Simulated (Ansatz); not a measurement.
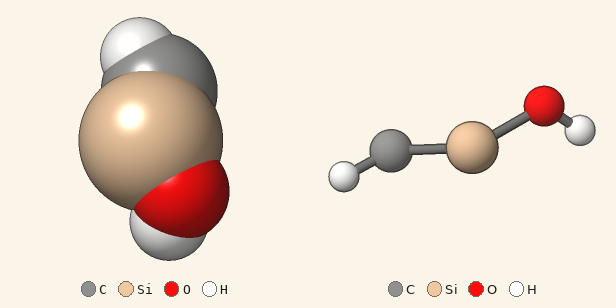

Two views of one molecule.

Description:

The molecule is CH2OSi. The point group is C1. Coordination: 1 C bent; 1 Si bent; 1 O bent.

More results for the same structure follow; atom numbers are the same in all pictures, views and colours differ. The geometry was computed by an optimisation with PBE0-D4/def2-TZVP. No frequency run is at hand to confirm it as a minimum.

Dipole moment

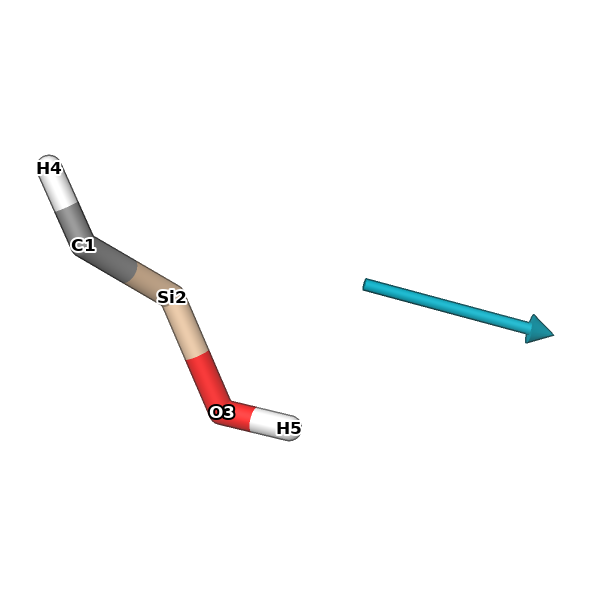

The arrow beside the molecule shows the direction of the dipole moment, from the negative to the positive end (its length means nothing). No frequency run is at hand to confirm it as a minimum. Level of theory: RKS PBE0-D4/def2-TZVP (Ansatz 0.2.0).

Estimate the dipole moment.

Answer. 2.64 D; it points from the side of H4 to the side of H5 (the outermost atoms at the two ends).

Electronic properties

No frequency run is at hand to confirm it as a minimum. Properties computed with RKS PBE0-D4/def2-TZVPP (Ansatz 0.2.0).

Predict the main results.

- HOMO energy (Kohn–Sham orbital): −6.51 eV
- LUMO energy (Kohn–Sham orbital): −3.05 eV
- HOMO–LUMO gap: 3.46 eV

Charges

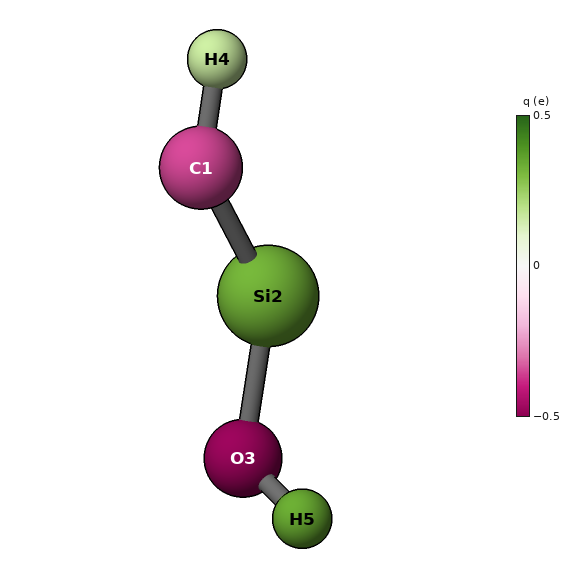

Atoms are coloured by their Mulliken charges. No frequency run is at hand to confirm it as a minimum. Level of theory: RKS PBE0-D4/def2-TZVP (Ansatz 0.2.0).

Which atom carries the highest charge (most positive or least negative)?

Answer. H5 (0.34 e).

And the lowest?

Answer. O3 (−0.48 e).

Give the Mulliken charges atom by atom.

| atom | value (e) |
| --- | --- |
| C1 | −0.35 |
| Si2 | 0.32 |
| O3 | −0.48 |
| H4 | 0.17 |
| H5 | 0.34 |

Mulliken values depend strongly on the basis set and can even reverse the polarity of a bond.
